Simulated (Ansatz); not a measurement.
The parent structure is SrGeO₃ (space group P-62m, No. 189; a = 6.9046 Å, c = 5.7202 Å; a cell from a computed database, its experimental status unchecked).

Modification: a hydrostatic pressure of 5 GPa.

Level of theory: Ansatz (a program for electronic structure), PBEsol, PAW, cutoff 420 eV, without spin-orbit coupling.

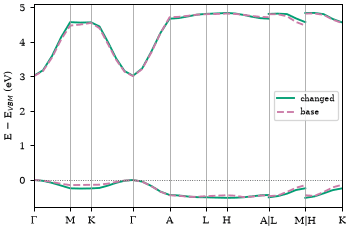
Figure: Highest valence and lowest conduction band along the path, each from its own valence-band maximum

### Question
Read the changed gap and its character from the plot.

### Answer
About 3.0 eV, direct at Γ.

Load acts through the strain it causes; cell and atoms are relaxed under it. Whether these cells are dynamically stable was not tested. Competing high-pressure phases were not computed.
